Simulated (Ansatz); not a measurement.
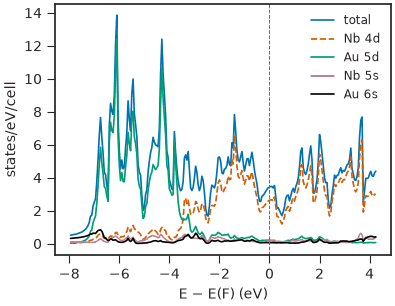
Figure. Total and projected density of states of Nb3Au2 in space group I4/mmm (No. 139; Nb on 2a, Nb on 4e, Au on 4e), the program Ansatz at the r²SCAN level (PAW)

### Question
Which orbitals carry the states next to the Fermi level?

### Answer
Within 0.5 eV of the Fermi level: Nb 4d 76 %, Au 5d 6 %, outside the projected shells 10 %. Projections are on Löwdin-orthogonalised atomic valence shells; empty p or d shells of many metals are not among them.

### Question
Where is the tallest occupied peak in this window, and what makes it?

### Answer
Near -6.1 eV, about 14 states/eV per cell; the largest projected share is Au 5d.

The first step of the workflow began from a Materials Project structure, measured or hypothetical; the Crystallography Open Database files this formula in space group No. 139, but the cells were not matched. Its standing as an ambient phase is unchecked. Symmetry was held in the r²SCAN relaxation; its stability against distortions is not shown here. The run is not spin-polarised. Scalar-relativistic: spin–orbit coupling is off unless named, which matters more the heavier the elements.

Potentials: the later of the program's two PAW sets.
